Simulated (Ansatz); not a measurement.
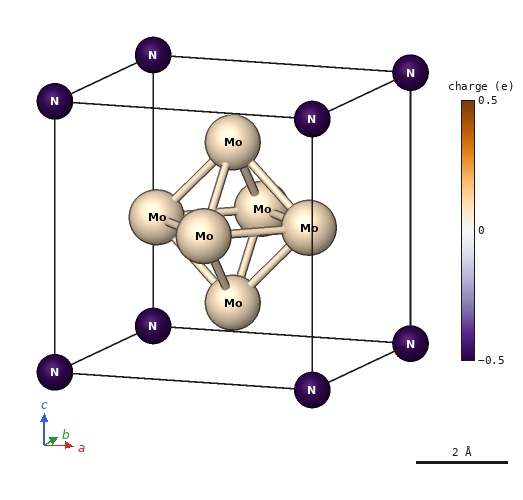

Structure drawing (ball-and-stick), viewed slightly off an axis. Thin lines show the simulation cell, with boundary atoms drawn in all their periodic places. The atoms of this Mo$_{6}$N cell are coloured by their Bader charge.

Calculation details: DFT PBE, scalar-relativistic, plane waves, PAW in Ansatz 0.2.0; wavefunction cutoff 420 eV, k-points on a 6×6×6 grid, Gaussian smearing of 0.1 eV, no spin polarisation.

**Who donates electrons here and who accepts them?**

Most positive: Mo; most negative: N. Charges: about Mo +0.1 e; N -0.5 e.

Its origin is a structure type filled with these elements by a generator (whether the compound takes this form wasn't checked). Earlier steps of the study, as a rule a relaxation of our own, may have changed the cell and positions, so they can lie some per cent off the listed ones. It went into a calculation with Ansatz.
